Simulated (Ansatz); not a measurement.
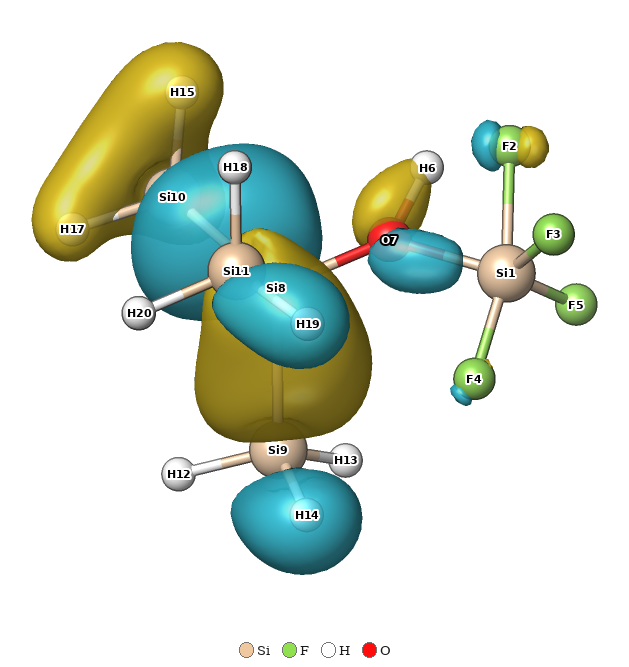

Figure 1: F4H10OSi5. The HOMO−1 at ±0.08 Å⁻³ᐟ² (yellow and cyan are the two phases), seen across its widest extent.

A transition-state structure; geometry: PBE0-D4/def2-TZVP.

Method: Ansatz, RKS PBE0-D4/def2-TZVPP.

The calculation's input:

```
crystal:
  periodic: [false, false, false]
  atoms:
    - {symbol: Si, position_ang: [-1.556902, 1.752676, -1.160201]}
    - {symbol: F, position_ang: [-1.120306, 3.154025, 0.030119]}
    - {symbol: F, position_ang: [-0.946624, 2.611907, -2.331887]}
    - {symbol: F, position_ang: [-1.685497, 0.340905, -1.925649]}
    - {symbol: F, position_ang: [-3.075297, 1.979177, -0.806858]}
    - {symbol: H, position_ang: [-0.521074, 2.212256, 0.436193]}
    - {symbol: O, position_ang: [-0.491673, 1.117961, 0.037093]}
    - {symbol: Si, position_ang: [0.346217, -0.367268, 0.288276]}
    - {symbol: Si, position_ang: [-1.163023, -2.135875, -0.016531]}
    - {symbol: Si, position_ang: [1.105306, -0.287812, 2.501787]}
    - {symbol: Si, position_ang: [2.135048, -0.465850, -1.220704]}
    - {symbol: H, position_ang: [-0.685219, -3.261052, 0.834279]}
    - {symbol: H, position_ang: [-2.507107, -1.706576, 0.448399]}
    - {symbol: H, position_ang: [-1.210338, -2.578658, -1.430635]}
    - {symbol: H, position_ang: [1.915445, 0.939307, 2.726521]}
    - {symbol: H, position_ang: [-0.037485, -0.301882, 3.452452]}
    - {symbol: H, position_ang: [1.952973, -1.488794, 2.723828]}
    - {symbol: H, position_ang: [3.079187, 0.659516, -0.987853]}
    - {symbol: H, position_ang: [1.628888, -0.418172, -2.616113]}
    - {symbol: H, position_ang: [2.837581, -1.755691, -0.982516]}
basis:
  gaussian: {orbitals: def2-TZVPP}
hamiltonian: {xc: pbe0, dispersion: d4}
output: {orbitals: {seedname: orbitals}}
```

Run with:

```sh
ansatz run in.yaml --threads 4 --pin off --events-out ev --progress --plain --max-ram 66560MiB --backend cuda --devices 0, --max-vram 37GiB
```

Q: What is the character of this orbital?

A: Its weight (Hirshfeld) is mainly on Si8 (about 30 %), Si10 (about 25 %), Si9 (about 15 %) and Si11 (about 5 %). Its energy is −8.40 eV.
